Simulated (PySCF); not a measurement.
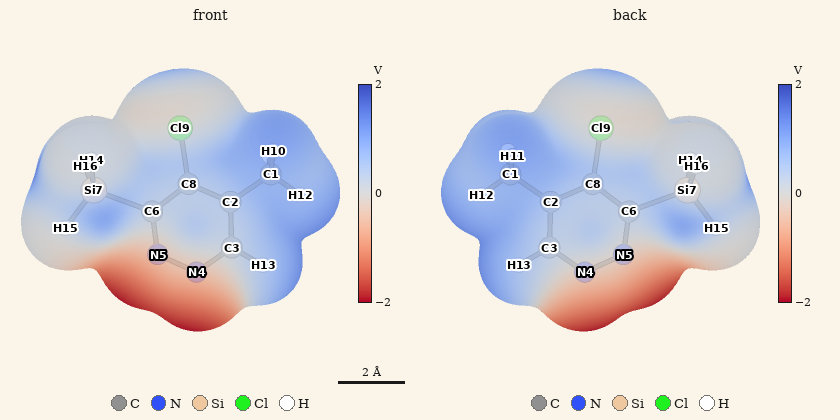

*C5H7ClN2Si (SMILES Cc1cnnc([SiH3])c1Cl). The electrostatic potential painted on the density surface at 0.002 e/bohr³, seen from the front and from behind; the colour scale runs from red (negative) to blue (positive).*

Geometry: GFN2-xTB.

Computed with PySCF, CAM-B3LYP/def2-SVPD, SCF density, gas phase.

```yaml
atoms:
  - { symbol: C, position_ang: [-2.3152, -1.1072, 0.0109] }
  - { symbol: C, position_ang: [-1.2083, -0.1223, -0.1452] }
  - { symbol: C, position_ang: [-1.4113, 1.1840, -0.6066] }
  - { symbol: N, position_ang: [-0.4446, 2.0643, -0.7489] }
  - { symbol: N, position_ang: [0.7815, 1.7539, -0.4589] }
  - { symbol: C, position_ang: [1.1023, 0.5494, -0.0134] }
  - { symbol: Si, position_ang: [2.9299, 0.2305, 0.3712] }
  - { symbol: C, position_ang: [0.1121, -0.4209, 0.1550] }
  - { symbol: Cl, position_ang: [0.5645, -1.9815, 0.7388] }
  - { symbol: H, position_ang: [-2.3736, -1.4407, 1.0463] }
  - { symbol: H, position_ang: [-2.1214, -1.9851, -0.6040] }
  - { symbol: H, position_ang: [-3.2671, -0.6704, -0.2785] }
  - { symbol: H, position_ang: [-2.4012, 1.5301, -0.8717] }
  - { symbol: H, position_ang: [3.0261, -0.1458, 1.7836] }
  - { symbol: H, position_ang: [3.6487, 1.4601, 0.0743] }
  - { symbol: H, position_ang: [3.3700, -0.8895, -0.4643] }
```

Which sites attract a positive test charge, and which a negative one?

Answer. A positive charge is drawn to the negative regions and a negative charge to the positive ones. The most negative region (about −1.9 V, or −44 kcal/mol for a unit charge) lies over N4 and N5, the most positive (about +1.3 V, or +30 kcal/mol for a unit charge) over Si7, H12 and H13. Cl9 shows a σ-hole: about +0.9 V, or +21 kcal/mol for a unit charge at the tip opposite its bond, against about +0.1 V on its flanks.
